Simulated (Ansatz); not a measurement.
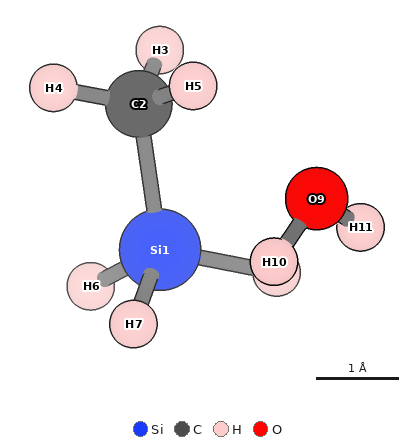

Figure 1. The input geometry (ball-and-stick view, seen at a tilt; atoms are numbered from 1 in the order of the input). Bond lengths as drawn: C–H 1.10 to 1.11 Å, C–Si 1.86 Å, H–O 0.98 Å and H–Si 1.51 Å.

**Nudged elastic band of CH8OSi (part 1 of 2)**

System: CH8OSi.
Method: RKS LDA/6-31G* (Ansatz 0.2.0).

It belongs to a series of runs on one base structure; here: band between the two ends. Figures and captions count atoms from 1; the log counts them from 0 in places.

## Input
```yaml
crystal:
  periodic: [false, false, false]
  atoms:
    - { symbol: Si, position_ang: [0.23001, -0.277295, 0.239709] }
    - { symbol: C, position_ang: [0.32529, -0.009174, 2.079498] }
    - { symbol: H, position_ang: [0.594105, -0.940966, 2.608862] }
    - { symbol: H, position_ang: [1.070046, 0.765048, 2.337583] }
    - { symbol: H, position_ang: [-0.67965, 0.320902, 2.404405] }
    - { symbol: H, position_ang: [1.538676, -0.732466, -0.349117] }
    - { symbol: H, position_ang: [-0.156257, 0.981295, -0.493939] }
    - { symbol: H, position_ang: [-0.789128, -1.329515, -0.121494] }
    - { symbol: O, position_ang: [-2.618757, 0.603136, 1.155417] }
    - { symbol: H, position_ang: [-2.3746, 1.226142, 0.440553] }
    - { symbol: H, position_ang: [-2.704235, -0.255106, 0.690826] }
basis:
  gaussian: { orbitals: "6-31G*" }
hamiltonian:
  xc: lda
neb:
  order_check: false
  images: 9
  f_tol: 0.05
  max_iterations: 60
  final_atoms:
    - { symbol: Si, position_ang: [-0.40022002, -0.09595266, -0.74550626] }
    - { symbol: C, position_ang: [-0.35061975, 0.09854888, 2.74310086] }
    - { symbol: H, position_ang: [-1.37551272, -0.28265852, 2.90020552] }
    - { symbol: H, position_ang: [0.21323817, -0.59699769, 2.09772511] }
    - { symbol: H, position_ang: [0.14631556, 0.16181371, 3.72454685] }
    - { symbol: H, position_ang: [0.71157105, 0.88565345, -0.47053341] }
    - { symbol: H, position_ang: [-0.71726361, -0.0770826, -2.20746018] }
    - { symbol: H, position_ang: [0.12209971, -1.46232727, -0.37416887] }
    - { symbol: O, position_ang: [-1.81326684, 0.29326501, 0.02695745] }
    - { symbol: H, position_ang: [-1.73817586, 0.32083463, 1.00307941] }
    - { symbol: H, position_ang: [-0.3626657, 1.10690406, 2.29435652] }
  initial_path:
    images:
      - { positions_ang: [[0.23001, -0.277295, 0.239709], [0.32529, -0.009174, 2.079498], [0.594105, -0.940966, 2.608862], [1.070046, 0.765048, 2.337583], [-0.67965, 0.320902, 2.404405], [1.538676, -0.732466, -0.349117], [-0.156257, 0.981295, -0.493939], [-0.789128, -1.329515, -0.121494], [-2.618757, 0.603136, 1.155417], [-2.3746, 1.226142, 0.440553], [-2.704235, -0.255106, 0.690826]] }
      - { positions_ang: [[0.17635377, -0.24147432, 0.18964409], [0.26782125, -6.717e-05, 2.10439681], [0.28164936, -0.7876347, 2.61165362], [1.00885587, 0.47077724, 2.38917139], [-0.47250462, 0.4681341, 2.42401024], [1.49441698, -0.63206624, -0.38661732], [-0.25577361, 1.00694986, -0.50518988], [-0.79670957, -1.31604911, -0.17722186], [-2.46175713, 0.56595586, 1.05347003], [-2.40715344, 0.95670145, 0.38457961], [-2.39969887, -0.13922598, 0.90440625]] }
      - { positions_ang: [[0.12269753, -0.20565363, 0.13957919], [0.21035251, 0.00903966, 2.12929562], [-0.03080628, -0.63430339, 2.61444525], [0.94766574, 0.17650648, 2.44075979], [-0.26535924, 0.61536621, 2.44361548], [1.45015797, -0.53166648, -0.42411765], [-0.35529022, 1.03260473, -0.51644076], [-0.80429114, -1.30258321, -0.23294971], [-2.30475726, 0.52877572, 0.95152306], [-2.43970687, 0.68726089, 0.32860623], [-2.09516273, -0.02334597, 1.1179865]] }
      - { positions_ang: [[0.0690413, -0.16983295, 0.08951428], [0.15288376, 0.01814649, 2.15419443], [-0.34326192, -0.48097209, 2.61723687], [0.88647561, -0.11776428, 2.49234818], [-0.05821386, 0.76259831, 2.46322073], [1.40589895, -0.43126671, -0.46161797], [-0.45480683, 1.05825959, -0.52769164], [-0.81187271, -1.28911732, -0.28867757], [-2.1477574, 0.49159557, 0.84957609], [-2.47226031, 0.41782034, 0.27263284], [-1.7906266, 0.09253405, 1.33156676]] }
      - { positions_ang: [[0.01538506, -0.13401226, 0.03944938], [0.09541502, 0.02725332, 2.17909324], [-0.65571756, -0.32764078, 2.6200285], [0.82528548, -0.41203504, 2.54393657], [0.14893152, 0.90983041, 2.48282597], [1.36163993, -0.33086695, -0.4991183], [-0.55432344, 1.08391445, -0.53894251], [-0.81945427, -1.27565142, -0.34440543], [-1.99075753, 0.45441543, 0.74762912], [-2.50481375, 0.14837978, 0.21665945], [-1.48609046, 0.20841406, 1.54514701]] }
      - { positions_ang: [[-0.03827117, -0.09819158, -0.01061553], [0.03794627, 0.03636015, 2.20399205], [-0.9681732, -0.17430948, 2.62282012], [0.76409535, -0.7063058, 2.59552496], [0.3560769, 1.05706251, 2.50243121], [1.31738092, -0.23046719, -0.53661862], [-0.65384005, 1.10956931, -0.55019339], [-0.82703584, -1.26218553, -0.40013328], [-1.83375766, 0.41723529, 0.64568215], [-2.53736718, -0.12106077, 0.16068607], [-1.18155433, 0.32429408, 1.75872726]] }
      - { positions_ang: [[-0.11066094, -0.09774379, -0.15759368], [-0.03976693, 0.0487979, 2.31181381], [-1.04964111, -0.19597929, 2.6782972], [0.65392391, -0.68444418, 2.49596499], [0.31412463, 0.87801275, 2.74685434], [1.19621894, -0.00724306, -0.52340158], [-0.66652476, 0.87223893, -0.88164675], [-0.63720873, -1.30221387, -0.3949404], [-1.8296595, 0.39244123, 0.52193721], [-2.37752892, -0.03268169, 0.32916474], [-1.0177766, 0.48081608, 1.86585311]] }
      - { positions_ang: [[-0.18305071, -0.09729601, -0.30457182], [-0.11748013, 0.06123564, 2.41963557], [-1.13110901, -0.21764909, 2.73377428], [0.54375248, -0.66258256, 2.39640502], [0.27217237, 0.69896299, 2.99127747], [1.07505697, 0.21598107, -0.51018454], [-0.67920948, 0.63490855, -1.21310011], [-0.44738162, -1.34224222, -0.38974752], [-1.82556133, 0.36764718, 0.39819227], [-2.21769065, 0.05569739, 0.49764341], [-0.85399888, 0.63733807, 1.97297896]] }
      - { positions_ang: [[-0.25544048, -0.09684823, -0.45154997], [-0.19519334, 0.07367339, 2.52745733], [-1.21257691, -0.2393189, 2.78925136], [0.43358104, -0.64072094, 2.29684505], [0.2302201, 0.51991323, 3.23570059], [0.953895, 0.43920519, -0.4969675], [-0.69189419, 0.39757817, -1.54455346], [-0.25755451, -1.38227057, -0.38455464], [-1.82146317, 0.34285312, 0.27444733], [-2.05785239, 0.14407647, 0.66612208], [-0.69022115, 0.79386007, 2.08010482]] }
      - { positions_ang: [[-0.32783025, -0.09640044, -0.59852811], [-0.27290654, 0.08611113, 2.6352791], [-1.29404482, -0.26098871, 2.84472844], [0.32340961, -0.61885931, 2.19728508], [0.18826783, 0.34086347, 3.48012372], [0.83273302, 0.66242932, -0.48375045], [-0.7045789, 0.16024778, -1.87600682], [-0.0677274, -1.42229892, -0.37936175], [-1.81736501, 0.31805907, 0.15070239], [-1.89801412, 0.23245555, 0.83460074], [-0.52644342, 0.95038206, 2.18723067]] }
      - { positions_ang: [[-0.40022002, -0.09595266, -0.74550626], [-0.35061975, 0.09854888, 2.74310086], [-1.37551272, -0.28265852, 2.90020552], [0.21323817, -0.59699769, 2.09772511], [0.14631556, 0.16181371, 3.72454685], [0.71157105, 0.88565345, -0.47053341], [-0.71726361, -0.0770826, -2.20746018], [0.12209971, -1.46232727, -0.37416887], [-1.81326684, 0.29326501, 0.02695745], [-1.73817586, 0.32083463, 1.00307941], [-0.3626657, 1.10690406, 2.29435652]] }
```

Run as:
```bash
ansatz run input.yaml --threads 1 --pin off --max-ram 2048MiB --backend cpu --events-out ev --progress --plain --runs-dir out
```

## Log
```
Engine: ansatz 0.2.0, x86_64-unknown-linux-gnu
Functional definition: SPW92
  exchange = slater_x
  correlation = pw_c
876 factors; their error is unknown
mean field evaluation 1: about -11022.7356 eV, gradient 7.0e1 eV
mean field evaluation 2: about -11002.0464 eV, gradient 1.2e2 eV
mean field evaluation 4: about -11032.6157 eV, gradient 7.7e0 eV
mean field evaluation 8: about -11032.7511 eV, gradient 6.0e-2 eV
mean field evaluation 16: about -11032.6932 eV, gradient 4.7e-5 eV
mean field -11032.69319423 eV, -405.4439966598 hartree, gradient 4.7e-5 eV, S^2 0.000000; 0 other end points of the search recorded, 0 dependent functions left out
the calculation of the forces begins
reference -11032.69322240 eV, -405.4439976952 hartree; 18, 18 occupied and 47, 47 virtual orbitals, 876 factors
876 factors; their error is unknown
mean field evaluation 32: about -11033.5262 eV, gradient 8.8e-5 eV
mean field -11033.52619524 eV, -405.4746088822 hartree, gradient 7.5e-6 eV, S^2 0.000000; 0 other end points of the search recorded, 0 dependent functions left out
[... from here on the field's lines of each further geometry are left out, up to the last ...]
NEB iter   1: max|band force component| = 1.339e2 eV/Å  barrier→ = 26.0313 eV  barrier← = 26.8643 eV  Δτ_max = 0.2000 Å  (270 SCF iters)
NEB iter   2: max|band force component| = 7.360e1 eV/Å  barrier→ = 16.3920 eV  barrier← = 17.2250 eV  Δτ_max = 0.2000 Å  (282 SCF iters)
NEB iter   3: max|band force component| = 3.416e1 eV/Å  barrier→ = 5.7752 eV  barrier← = 6.6082 eV  Δτ_max = 0.2000 Å  (247 SCF iters)
NEB iter   4: max|band force component| = 1.620e1 eV/Å  barrier→ = 1.9205 eV  barrier← = 2.7535 eV  Δτ_max = 0.2000 Å  (241 SCF iters)
NEB iter   5: max|band force component| = 7.999e0 eV/Å  barrier→ = 1.0363 eV  barrier← = 1.8693 eV  Δτ_max = 0.2000 Å  (240 SCF iters)
NEB iter   6: max|band force component| = 3.563e0 eV/Å  barrier→ = 1.0369 eV  barrier← = 1.8699 eV  Δτ_max = 0.1993 Å  (246 SCF iters)
NEB iter   7: max|band force component| = 1.514e0 eV/Å  barrier→ = 0.8537 eV  barrier← = 1.6867 eV  Δτ_max = 0.2000 Å  (238 SCF iters)
NEB iter   8: max|band force component| = 4.314e0 eV/Å  barrier→ = 1.1872 eV  barrier← = 2.0202 eV  Δτ_max = 0.1028 Å  (234 SCF iters)
NEB iter   9: max|band force component| = 1.574e0 eV/Å  barrier→ = 0.7516 eV  barrier← = 1.5846 eV  Δτ_max = 0.2000 Å  (234 SCF iters)
NEB iter  10: max|band force component| = 2.022e0 eV/Å  barrier→ = 1.0529 eV  barrier← = 1.8859 eV  Δτ_max = 0.0999 Å  (237 SCF iters)
NEB iter  11: max|band force component| = 1.191e0 eV/Å  barrier→ = 0.9244 eV  barrier← = 1.7574 eV  Δτ_max = 0.0984 Å  (234 SCF iters)
NEB iter  12: max|band force component| = 6.714e-1 eV/Å  barrier→ = 0.8563 eV  barrier← = 1.6893 eV  CI = image 5  Δτ_max = 0.2000 Å  (234 SCF iters)
NEB iter  13: max|band force component| = 8.371e-1 eV/Å  barrier→ = 1.1804 eV  barrier← = 2.0134 eV  CI = image 5  Δτ_max = 0.1644 Å  (234 SCF iters)
NEB iter  14: max|band force component| = 6.923e-1 eV/Å  barrier→ = 1.4966 eV  barrier← = 2.3296 eV  CI = image 5  Δτ_max = 0.0792 Å  (234 SCF iters)
NEB iter  15: max|band force component| = 4.713e-1 eV/Å  barrier→ = 1.5114 eV  barrier← = 2.3444 eV  CI = image 5  Δτ_max = 0.0796 Å  (236 SCF iters)
NEB iter  16: max|band force component| = 3.939e-1 eV/Å  barrier→ = 1.5107 eV  barrier← = 2.3437 eV  CI = image 5  Δτ_max = 0.0797 Å  (227 SCF iters)
NEB iter  17: max|band force component| = 1.672e-1 eV/Å  barrier→ = 1.5023 eV  barrier← = 2.3353 eV  CI = image 5  Δτ_max = 0.1589 Å  (235 SCF iters)
NEB iter  18: max|band force component| = 1.395e-1 eV/Å  barrier→ = 1.4964 eV  barrier← = 2.3294 eV  CI = image 5  Δτ_max = 0.1579 Å  (232 SCF iters)
NEB iter  19: max|band force component| = 1.579e-1 eV/Å  barrier→ = 1.4941 eV  barrier← = 2.3271 eV  CI = image 5  Δτ_max = 0.0790 Å  (237 SCF iters)
NEB iter  20: max|band force component| = 1.478e-1 eV/Å  barrier→ = 1.4935 eV  barrier← = 2.3265 eV  CI = image 5  Δτ_max = 0.0790 Å  (241 SCF iters)
NEB iter  21: max|band force component| = 1.112e-1 eV/Å  barrier→ = 1.4917 eV  barrier← = 2.3247 eV  CI = image 5  Δτ_max = 0.0796 Å  (238 SCF iters)
NEB iter  22: max|band force component| = 7.796e-2 eV/Å  barrier→ = 1.4885 eV  barrier← = 2.3215 eV  CI = image 5  Δτ_max = 0.0796 Å  (234 SCF iters)
NEB iter  23: max|band force component| = 6.484e-2 eV/Å  barrier→ = 1.4837 eV  barrier← = 2.3167 eV  CI = image 5  Δτ_max = 0.0795 Å  (222 SCF iters)
NEB iter  24: max|band force component| = 9.233e-2 eV/Å  barrier→ = 1.4775 eV  barrier← = 2.3105 eV  CI = image 5  Δτ_max = 0.0795 Å  (223 SCF iters)
NEB iter  25: max|band force component| = 1.328e-1 eV/Å  barrier→ = 1.4705 eV  barrier← = 2.3035 eV  CI = image 5  Δτ_max = 0.0795 Å  (230 SCF iters)
NEB iter  26: max|band force component| = 1.457e-1 eV/Å  barrier→ = 1.4641 eV  barrier← = 2.2971 eV  CI = image 5  Δτ_max = 0.1570 Å  (233 SCF iters)
NEB iter  27: max|band force component| = 1.527e-1 eV/Å  barrier→ = 1.4588 eV  barrier← = 2.2918 eV  CI = image 5  Δτ_max = 0.1512 Å  (233 SCF iters)
NEB iter  28: max|band force component| = 1.375e-1 eV/Å  barrier→ = 1.4544 eV  barrier← = 2.2874 eV  CI = image 5  Δτ_max = 0.0825 Å  (230 SCF iters)
NEB iter  29: max|band force component| = 1.206e-1 eV/Å  barrier→ = 1.4503 eV  barrier← = 2.2834 eV  CI = image 5  Δτ_max = 0.2000 Å  (233 SCF iters)
NEB iter  30: max|band force component| = 1.914e-1 eV/Å  barrier→ = 1.4458 eV  barrier← = 2.2788 eV  CI = image 5  Δτ_max = 0.0818 Å  (236 SCF iters)
NEB iter  31: max|band force component| = 1.136e-1 eV/Å  barrier→ = 1.4424 eV  barrier← = 2.2754 eV  CI = image 5  Δτ_max = 0.0720 Å  (233 SCF iters)
NEB iter  32: max|band force component| = 1.117e-1 eV/Å  barrier→ = 1.4408 eV  barrier← = 2.2738 eV  CI = image 5  Δτ_max = 0.1003 Å  (231 SCF iters)
NEB iter  33: max|band force component| = 1.031e-1 eV/Å  barrier→ = 1.4402 eV  barrier← = 2.2732 eV  CI = image 5  Δτ_max = 0.0994 Å  (226 SCF iters)
NEB iter  34: max|band force component| = 7.519e-2 eV/Å  barrier→ = 1.4396 eV  barrier← = 2.2726 eV  CI = image 5  Δτ_max = 0.0776 Å  (231 SCF iters)
NEB iter  35: max|band force component| = 6.266e-2 eV/Å  barrier→ = 1.4393 eV  barrier← = 2.2723 eV  CI = image 5  Δτ_max = 0.0363 Å  (231 SCF iters)
the calculation of the forces begins
reference -11033.49912089 eV, -405.4736139184 hartree; 18, 18 occupied and 47, 47 virtual orbitals, 876 factors
876 factors; their error is unknown
mean field -11031.25400331 eV, -405.3911073691 hartree, gradient 1.2e-5 eV, S^2 0.000000; 1 other end points of the search recorded, 0 dependent functions left out
the calculation of the forces begins
reference -11031.25403128 eV, -405.3911083972 hartree; 18, 18 occupied and 47, 47 virtual orbitals, 876 factors
NEB iter  36: max|band force component| = 4.588e-2 eV/Å  barrier→ = 1.4392 eV  barrier← = 2.2722 eV  CI = image 5  Δτ_max = 0.0000 Å  (431 SCF iters)
```
